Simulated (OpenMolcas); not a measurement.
## Run report: CoH6O3F3 (charge −1), single-point calculation (part 1 of 3)

The run: single-point calculation of CoH6O3F3, charge −1, multiplicity 2. Method and program: CASPT2/ANO-R1, sfX2C (OpenMolcas 26.06).

The geometry is that of the parent species in another charge or spin state. The geometry comes from this level: GFN2-xTB.

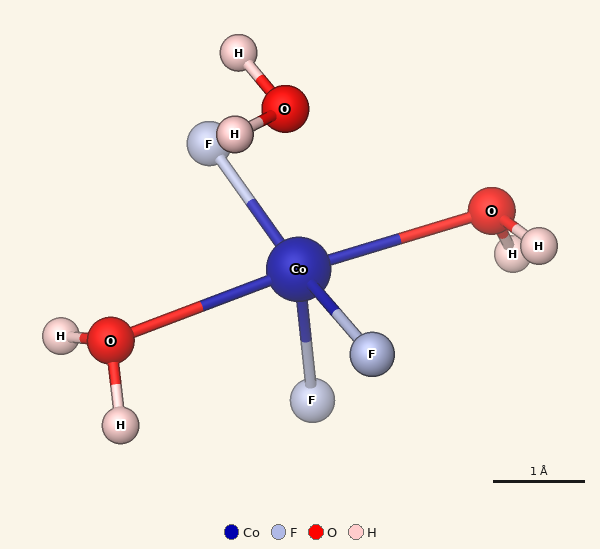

The structure as given in the input (ball-and-stick view, seen at a tilt). Sticks mark near contacts.

## The input
```
&gateway
coord
13
angstrom
Co       0.328930       0.079540      -0.078780
F        0.197640       0.240760       1.887560
F       -0.222840      -0.223020      -1.966360
F        2.321280       0.099350      -0.273300
O       -2.021590       0.122980       0.066960
H       -2.308930      -0.633750       0.589850
H       -2.231210      -0.068080      -0.855560
O        0.367280       2.367950      -0.109650
H        1.258750       2.620950      -0.379010
H        0.282930       2.591120       0.826840
O        0.341480      -2.218300       0.130930
H        0.951980      -2.431570       0.847520
H        0.734300      -2.547930      -0.687020
basis
ANO-R1
group
NoSym
ricd
&seward
&rasscf
fileorb
$CurrDir/step2.RasOrb
spin
2
nactel
7 0 0
inactive
39
ras2
5
orblisting
Few
orbappear
Compact
&caspt2
imaginary
0.1
```

Machine: 1 thread of Arm Neoverse V2, 24 GiB of memory available, shared host.

Launch command:
```bash
export MOLCAS_MEM=1860
pymolcas step7.input > step7.log
```

## Log
```
--- Start Module: gateway ---

                                              &GATEWAY

                       available to each process: 1.9 GB of memory, 1 thread

++    Symmetry information:
      ---------------------

                    Character Table for C1

                             E
                    a        1  x, y, xy, Rz, z, xz, Ry, yz, Rx, I
--

++    Basis set information:
      ----------------------

      Basis set label: CO.ANO-R...5S3P2D1F.

      Electronic valence basis set:
      ------------------
      Associated Effective Charge  27.000000 au
      Associated Actual Charge     27.000000 au
      Nuclear Model: Finite nucleus - Gaussian distribution
        Gaussian exponent, Xi/bohr**(-2):  2.87167E+08

      Shell  nPrim  nBasis  Cartesian Spherical Contaminant
         s      20       5        X
         p      12       3        X
         d       9       2                 X
         f       5       1                 X

      Basis set label: F.ANO-R...3S2P1D.

      Electronic valence basis set:
      ------------------
      Associated Effective Charge   9.000000 au
      Associated Actual Charge      9.000000 au
      Nuclear Model: Finite nucleus - Gaussian distribution
        Gaussian exponent, Xi/bohr**(-2):  5.35469E+08

      Shell  nPrim  nBasis  Cartesian Spherical Contaminant
         s      13       3        X
         p       8       2        X
         d       4       1                 X

      Basis set label: O.ANO-R...3S2P1D.

      Electronic valence basis set:
      ------------------
      Associated Effective Charge   8.000000 au
      Associated Actual Charge      8.000000 au
      Nuclear Model: Finite nucleus - Gaussian distribution
        Gaussian exponent, Xi/bohr**(-2):  5.86314E+08

      Shell  nPrim  nBasis  Cartesian Spherical Contaminant
         s      13       3        X
         p       8       2        X
         d       4       1                 X

      Basis set label: H.ANO-R...2S1P.

      Electronic valence basis set:
      ------------------
      Associated Effective Charge   1.000000 au
      Associated Actual Charge      1.000000 au
      Nuclear Model: Finite nucleus - Gaussian distribution
        Gaussian exponent, Xi/bohr**(-2):  2.12482E+09

      Shell  nPrim  nBasis  Cartesian Spherical Contaminant
         s       7       2        X
         p       4       1        X

      Basis set label: O.ANO-R...3S2P1D.

      Electronic valence basis set:
      ------------------
      Associated Effective Charge   8.000000 au
      Associated Actual Charge      8.000000 au
      Nuclear Model: Finite nucleus - Gaussian distribution
        Gaussian exponent, Xi/bohr**(-2):  5.86314E+08

      Shell  nPrim  nBasis  Cartesian Spherical Contaminant
         s      13       3        X
         p       8       2        X
         d       4       1                 X

      Basis set label: H.ANO-R...2S1P.

      Electronic valence basis set:
      ------------------
      Associated Effective Charge   1.000000 au
      Associated Actual Charge      1.000000 au
      Nuclear Model: Finite nucleus - Gaussian distribution
        Gaussian exponent, Xi/bohr**(-2):  2.12482E+09

      Shell  nPrim  nBasis  Cartesian Spherical Contaminant
         s       7       2        X
         p       4       1        X

      Basis set label: O.ANO-R...3S2P1D.

      Electronic valence basis set:
      ------------------
      Associated Effective Charge   8.000000 au
      Associated Actual Charge      8.000000 au
      Nuclear Model: Finite nucleus - Gaussian distribution
        Gaussian exponent, Xi/bohr**(-2):  5.86314E+08

      Shell  nPrim  nBasis  Cartesian Spherical Contaminant
         s      13       3        X
         p       8       2        X
         d       4       1                 X

      Basis set label: H.ANO-R...2S1P.

      Electronic valence basis set:
      ------------------
      Associated Effective Charge   1.000000 au
      Associated Actual Charge      1.000000 au
      Nuclear Model: Finite nucleus - Gaussian distribution
        Gaussian exponent, Xi/bohr**(-2):  2.12482E+09

      Shell  nPrim  nBasis  Cartesian Spherical Contaminant
         s       7       2        X
         p       4       1        X
--

++    Molecular structure info:
      -------------------------

                    ************************************************
                    **** Cartesian Coordinates / bohr, angstrom ****
                    ************************************************

     Center  Label                x              y              z                     x              y              z
        1      CO1              0.621588       0.150309      -0.148873              0.328930       0.079540      -0.078780
        2      F2               0.373485       0.454970       3.566971              0.197640       0.240760       1.887560
        3      F3              -0.421107      -0.421447      -3.715882             -0.222840      -0.223020      -1.966360
        4      F4               4.386583       0.187744      -0.516462              2.321280       0.099350      -0.273300
        5      O5              -3.820251       0.232399       0.126536             -2.021590       0.122980       0.066960
        6      H6              -4.363245      -1.197614       1.114655             -2.308930      -0.633750       0.589850
        7      H7              -4.216376      -0.128653      -1.616774             -2.231210      -0.068080      -0.855560
        8      O8               0.694059       4.474777      -0.207208              0.367280       2.367950      -0.109650
        9      H9               2.378693       4.952878      -0.716225              1.258750       2.620950      -0.379010
       10      H10              0.534660       4.896507       1.562501              0.282930       2.591120       0.826840
       11      O11              0.645304      -4.191979       0.247422              0.341480      -2.218300       0.130930
       12      H12              1.798981      -4.595001       1.601581              0.951980      -2.431570       0.847520
       13      H13              1.387626      -4.814890      -1.298280              0.734300      -2.547930      -0.687020

                    ***************************************
                    *    InterNuclear Distances / bohr    *
                    ***************************************

               1 CO1           2 F2            3 F3            4 F4            5 O5            6 H6
    1 CO1      0.000000
    2 F2       3.736559        0.000000
    3 F3       3.760009        7.378308        0.000000
    4 F4       3.783083        5.731561        5.807003        0.000000
    5 O5       4.451126        5.428956        5.171641        8.232107        0.000000
    6 H6       5.316198        5.584041        6.283071        9.007734        1.821032        0.000000
    7 H7       5.063442        6.948285        4.346959        8.678808        1.823843        2.936827
    8 O8       4.325469        5.523228        6.125960        5.666483        6.203882        7.713603
    9 H9       5.145287        6.526699        6.761670        5.174749        7.837096        9.307760
   10 H10      5.046063        4.875564        7.553506        6.428985        6.540731        7.831242
   11 O11      4.360399        5.717293        5.573323        5.810566        6.287362        5.899481
   12 H12      5.193102        5.603304        7.114967        5.835790        7.553498        7.053537
   13 H13      5.153751        7.243658        5.330915        5.884839        7.391022        7.209678

               7 H7            8 O8            9 H9           10 H10          11 O11          12 H12
    7 H7       0.000000
    8 O8       6.876831        0.000000
    9 H9       8.374238        1.823642        0.000000
   10 H10      7.611331        1.826236        2.931932        0.000000
   11 O11      6.604679        8.678809        9.357439        9.183804        0.000000
   12 H12      8.154177        9.314153        9.842270        9.575425        1.824046        0.000000
   13 H13      7.312120        9.379199        9.835156       10.159865        1.824350        2.937134

              13 H13
   13 H13      0.000000

                    *******************************************
                    *    InterNuclear Distances / angstrom    *
                    *******************************************

               1 CO1           2 F2            3 F3            4 F4            5 O5            6 H6
    1 CO1      0.000000
    2 F2       1.977302        0.000000
    3 F3       1.989711        3.904433        0.000000
    4 F4       2.001921        3.033012        3.072934        0.000000
    5 O5       2.355434        2.872880        2.736715        4.356243        0.000000
    6 H6       2.813211        2.954947        3.324858        4.766687        0.963649        0.000000
    7 H7       2.679458        3.676874        2.300312        4.592627        0.965136        1.554102
    8 O8       2.288939        2.922766        3.241719        2.998574        3.282953        4.081863
    9 H9       2.722768        3.453780        3.578122        2.738359        4.147213        4.925455
   10 H10      2.670262        2.580037        3.997143        3.402072        3.461206        4.144115
   11 O11      2.307424        3.025461        2.949275        3.074819        3.327128        3.121871
   12 H12      2.748071        2.965141        3.765078        3.088167        3.997139        3.732571
   13 H13      2.727248        3.833179        2.820999        3.114123        3.911160        3.815197

               7 H7            8 O8            9 H9           10 H10          11 O11          12 H12
    7 H7       0.000000
    8 O8       3.639062        0.000000
    9 H9       4.431456        0.965030        0.000000
   10 H10      4.027743        0.966402        1.551512        0.000000
   11 O11      3.495045        4.592628        4.951743        4.859860        0.000000
   12 H12      4.315005        4.928838        5.208305        5.067097        0.965244        0.000000
   13 H13      3.869407        4.963259        5.204540        5.376369        0.965404        1.554264

              13 H13
   13 H13      0.000000

                    **************************************
                    *    Valence Bond Angles / degree    *
                    **************************************
                          Atom centers                 Phi
                      6 H6       5 O5       7 H7       107.36
                      5 O5       6 H6       7 H7        36.35
                      5 O5       7 H7       6 H6        36.29
                      9 H9       8 O8      10 H10      106.89
                      8 O8       9 H9      10 H10       36.58
                      8 O8      10 H10      9 H9        36.52
                     12 H12     11 O11     13 H13      107.23
                     11 O11     12 H12     13 H13       36.39
                     11 O11     13 H13     12 H12       36.38
--

            Nuclear Potential Energy            619.16873390 au

--- Stop Module: gateway /rc=_RC_ALL_IS_WELL_ ---
--- Module gateway spent 2 seconds ---

--- Start Module: seward ---

                                              &SEWARD

                       available to each process: 1.9 GB of memory, 1 thread

               SEWARD will generate:
                  Multipole Moment integrals up to order  2
                  Kinetic Energy integrals
                  Nuclear Attraction integrals (finite nuclei - Gaussian type)
                  One-Electron Hamiltonian integrals
                  Velocity integrals
                  Relativistic X2C integrals
                  Orbital angular momentum around (  0.4524   0.1201  -0.1065 )
                  Velocity quadrupole around (  0.4524   0.1201  -0.1065 )
                  Atomic mean-field integrals
                  RI decomposed two-electron repulsion integrals stored Cholesky style
                   - acCD auxiliary basis
                   - CD Threshold:   1.00E-04

                   Integrals are discarded if absolute value <: 1.00E-14
                   Integral cutoff threshold is set to       <: 1.00E-16

            Nuclear Potential Energy            619.16873390 au

      Basis set specifications :
      Symmetry species         a
      Basis functions          145

--- Stop Module: seward /rc=_RC_ALL_IS_WELL_ ---
--- Module seward spent 10 seconds ---

--- Start Module: rasscf ---

                                              &RASSCF

                       available to each process: 1.9 GB of memory, 1 thread

      Header of the ONEINT file:
      --------------------------

      OrdInt status: non-squared

      Cartesian coordinates in angstrom:
      -----------------------------------------------------
      No.  Label        X            Y            Z
      -----------------------------------------------------
       1   CO1        0.32893000   0.07954000  -0.07878000
       2   F2         0.19764000   0.24076000   1.88756000
       3   F3        -0.22284000  -0.22302000  -1.96636000
       4   F4         2.32128000   0.09935000  -0.27330000
       5   O5        -2.02159000   0.12298000   0.06696000
       6   H6        -2.30893000  -0.63375000   0.58985000
       7   H7        -2.23121000  -0.06808000  -0.85556000
       8   O8         0.36728000   2.36795000  -0.10965000
       9   H9         1.25875000   2.62095000  -0.37901000
      10   H10        0.28293000   2.59112000   0.82684000
      11   O11        0.34148000  -2.21830000   0.13093000
      12   H12        0.95198000  -2.43157000   0.84752000
      13   H13        0.73430000  -2.54793000  -0.68702000
      -----------------------------------------------------
      Nuclear repulsion energy =  619.16873390

++    Wave function specifications:
      -----------------------------

      Number of closed shell electrons          78
      Number of electrons in active shells       7
      Max number of holes in RAS1 space          0
      Max nr of electrons in RAS3 space          0
      Number of inactive orbitals               39
      Number of active orbitals                  5
      Number of secondary orbitals             101
      Spin quantum number                      0.5
      State symmetry                             1
--

++    Orbital specifications:
      -----------------------

      Symmetry species                           1
                                                 a
      Frozen orbitals                            0
      Inactive orbitals                         39
      Active orbitals                            5
      RAS1 orbitals                              0
      RAS2 orbitals                              5
      RAS3 orbitals                              0
      Secondary orbitals                       101
      Deleted orbitals                           0
      Number of basis functions                145
--

++    CI expansion specifications:
      ----------------------------
```
